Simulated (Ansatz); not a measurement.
BNH4 and related structures: several calculations on one system

**1. Relaxation**

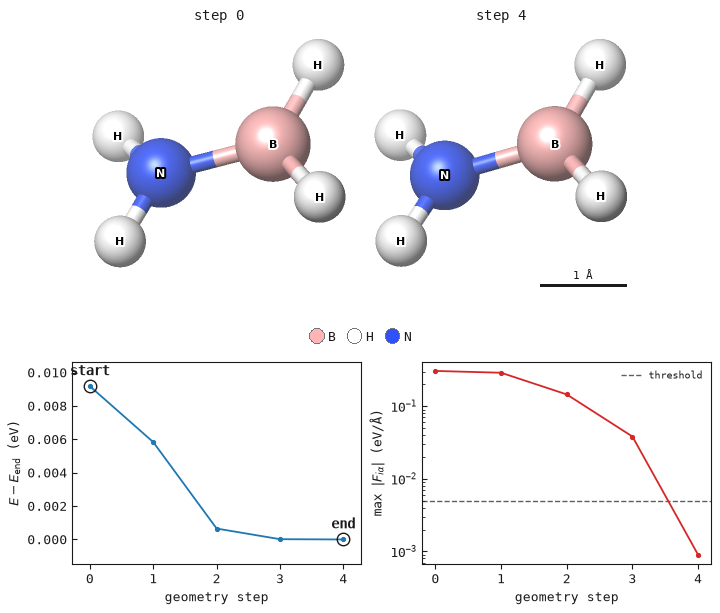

First and last geometry of a relaxation of BNH$_{4}$, with the history of the run. A ball-and-stick model, seen from a free direction.

It is one of the separated products of a reaction.

All numbers below come from RKS PBE0-D4/def2-TZVP (Ansatz 0.2.0). (force threshold 0.005 eV/Å; at most 200 steps)

**Read the history and describe the run.**

It converged. The N atom moves most after the best rigid fit: 0.043 Å. Largest moves by element: N 0.043 Å, H 0.024 Å, B 0.004 Å. Some distances before and after: B–N 1.389 → 1.385 Å. After 4 geometry steps the energy has fallen by 0.009 eV. Largest force component: 0.31 eV/Å at the start, 0.0009 eV/Å at the end.

**2. Relaxation**

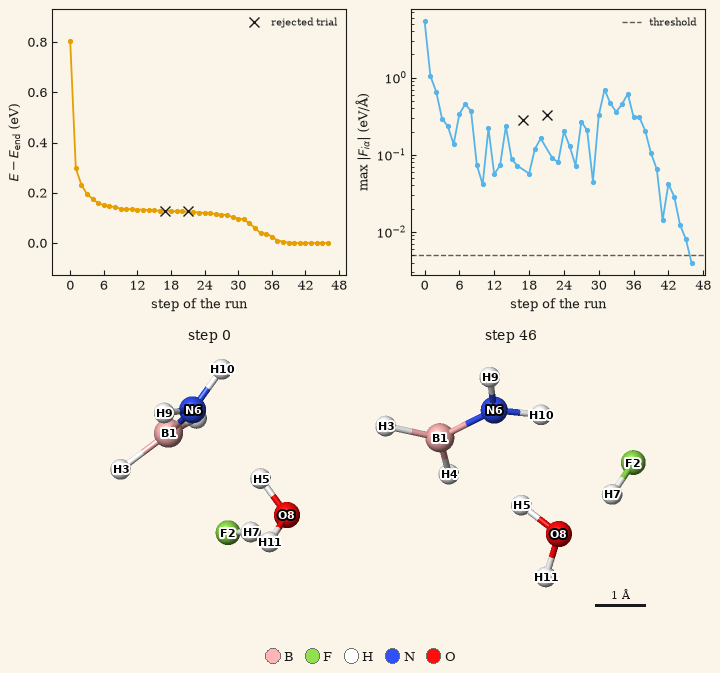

First and last geometry of a relaxation of BNH$_{7}$OF (started from a transition state, displaced along its imaginary mode), with the history of the run. A ball-and-stick model, seen from a free direction.

These are results of RKS PBE0-D4/def2-TZVP in Ansatz 0.2.0, not measurements. Settings: force threshold 0.005 eV/Å; at most 200 steps.

**What do the curves and the structures tell?**

It converged. The energy falls by 0.804 eV in 44 accepted moves (46 points after the start). Largest force component: 5.4 eV/Å at the start, 0.0039 eV/Å at the end. The line search rejected the trial steps at points 17, 21 of the run. F2 moves most after the best rigid fit: 2.67 Å. Largest moves by element: F 2.67 Å, H 1.58 Å, O 0.70 Å, B 0.65 Å, N 0.34 Å. Near-neighbour distances that change, for instance: F2–H7 0.846 → 0.953 Å, H5–O8 0.912 → 0.969 Å, N6–H9 1.052 → 1.007 Å, O8–H11 0.935 → 0.961 Å. Among the angles between lasting bonds that change: B1–N6–H10 120.3° → 123.6°, H9–N6–H10 110.6° → 113.2°.

```
step  E − E(0), eV  largest force component, eV/Å      note
   0        0.0000                         5.4361          
   1       -0.5070                         1.0498          
   2       -0.5720                         0.6570          
   3       -0.6093                         0.2945          
   4       -0.6282                         0.2342          
   5       -0.6452                         0.1378          
   6       -0.6527                         0.3372          
   7       -0.6571                         0.4553          
   8       -0.6609                         0.3690          
   9       -0.6673                         0.0735          
  10       -0.6688                         0.0413          
  12       -0.6705                         0.0559          
  14       -0.6724                         0.2333          
  16       -0.6751                         0.0720          
  18       -0.6767                         0.0570          
  19       -0.6779                         0.1188          
  21       -0.6762                         0.3300  rejected
  23       -0.6824                         0.0800          
  25       -0.6854                         0.1280          
  27       -0.6907                         0.2698          
  29       -0.7005                         0.0448          
  31       -0.7098                         0.7001          
  33       -0.7439                         0.3598          
  35       -0.7663                         0.6157          
  37       -0.7939                         0.3055          
  38       -0.7981                         0.2050          
  40       -0.8032                         0.0649          
  42       -0.8037                         0.0418          
  44       -0.8038                         0.0123          
  46       -0.8038                         0.0039
```

**3. Reaction**

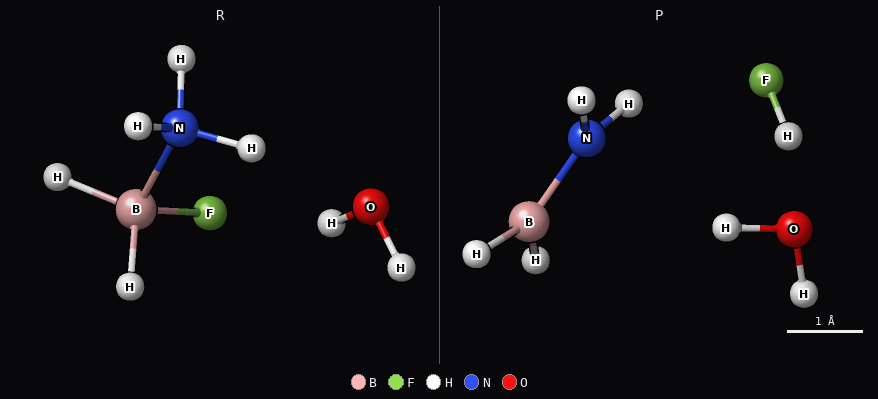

Reactant (R) and product (P) of one elementary step of BNH$_{7}$OF. The picture is a ball-and-stick view, seen from a free direction.

Stationary points at PBE0-D4/def2-TZVP, single-point energies with CCSD(T)/CBS, wB97X-V, BLYP-D4 (def2-TZVPP where no basis is named; Ansatz 0.2.0). The energies are electronic, without zero-point or thermal terms, and both ends are the minima reached downhill from the saddle, with any fragments still in contact. CCSD(T)/CBS stands for a frozen-core estimate: MP2 correlation extrapolated from def2-TZVPP and def2-QZVPP, CCSD(T) minus MP2 from the smaller set.

What is the transition state like, and how high is the barrier?

Answer. Counted by bonded pieces, R holds BH₅NF + H₂O and P holds BH₄N + HF + H₂O. From R over the saddle to P, bonds form: F–H (1.85 → 1.03 → 0.95 Å), H–O (1.91 → 1.02 → 0.97 Å). Bonds break: B–F (1.42 → 1.80 → 3.96 Å), H–N (1.03 → 1.67 → 2.24 Å), H–O (0.97 → 1.35 → 1.61 Å). The saddle has one imaginary mode, 223i cm⁻¹. With CCSD(T)/CBS the barrier is 29.1 kcal/mol from R and 10.9 kcal/mol from P, and P lies 18.2 kcal/mol above R. By Pauling bond orders of the changing bonds the saddle lies closer to P, the higher end, as Hammond's postulate suggests.

```
      level  barrier from R (kcal/mol)  barrier from P (kcal/mol)  P less R (kcal/mol)
CCSD(T)/CBS                       29.1                       10.9                 18.2
    wB97X-V                       28.3                        8.9                 19.3
    BLYP-D4                       25.0                        9.5                 15.5
```

Against CCSD(T)/CBS, wB97X-V comes closest on the barrier from R (−0.8 kcal/mol) and BLYP-D4 misses most (−4.1 kcal/mol).

The saddle point in the same view, with dashed sticks for the bonds that form or break:

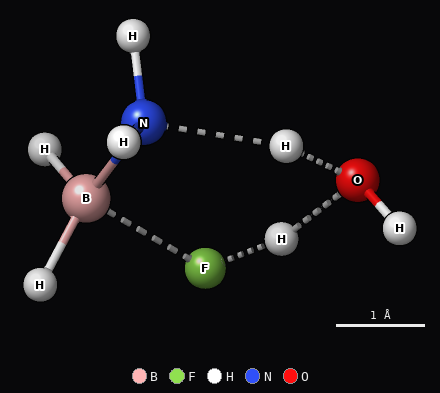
